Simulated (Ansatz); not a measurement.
Input

```
crystal:
  periodic: [false, false, false]
  atoms:
    - {symbol: C, position_ang: [-0.348242, 1.090720, -0.034207]}
    - {symbol: C, position_ang: [-0.045893, -0.275777, 0.575226]}
    - {symbol: Zn, position_ang: [0.696214, -1.573523, -0.642116]}
    - {symbol: F, position_ang: [1.372678, -2.758467, -1.749047]}
    - {symbol: H, position_ang: [-1.073486, 1.025577, -0.848695]}
    - {symbol: H, position_ang: [-0.765455, 1.771866, 0.714478]}
    - {symbol: H, position_ang: [0.547963, 1.567461, -0.438122]}
    - {symbol: H, position_ang: [0.658525, -0.177658, 1.406930]}
    - {symbol: H, position_ang: [-0.953703, -0.716501, 0.998552]}
basis:
  gaussian: {orbitals: def2-TZVPP}
hamiltonian: {xc: pbe0, dispersion: d4}
output: {orbitals: {seedname: orbitals}}
```

Run with:

```sh
ansatz run in.yaml --threads 4 --pin off --events-out ev --progress --plain --max-ram 10444MiB
```

Geometry: PBE0-D4/def2-TZVP.

Computed with RKS PBE0-D4/def2-TZVPP in Ansatz.

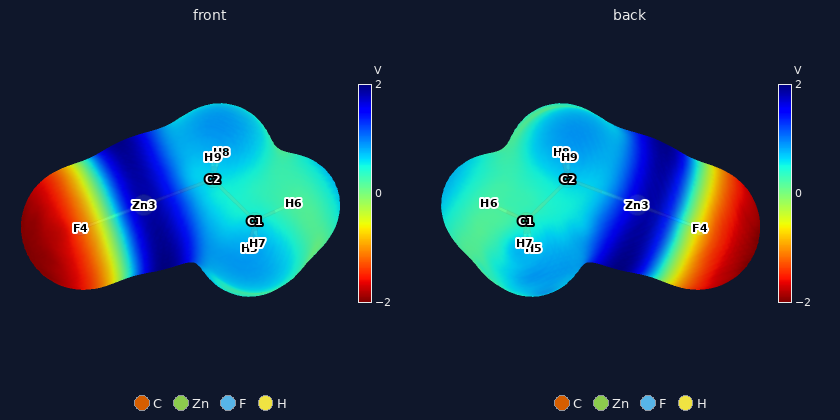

C2H5FZn (SMILES C[CH2][Zn][F]). The molecular electrostatic potential painted on the density surface at 0.002 e/bohr³, seen from the front and from behind; red is negative and blue positive.

**Describe the electrostatic potential map.**

The most negative region (about −2.0 V) lies over F4, the most positive (about +1.9 V) over Zn3.
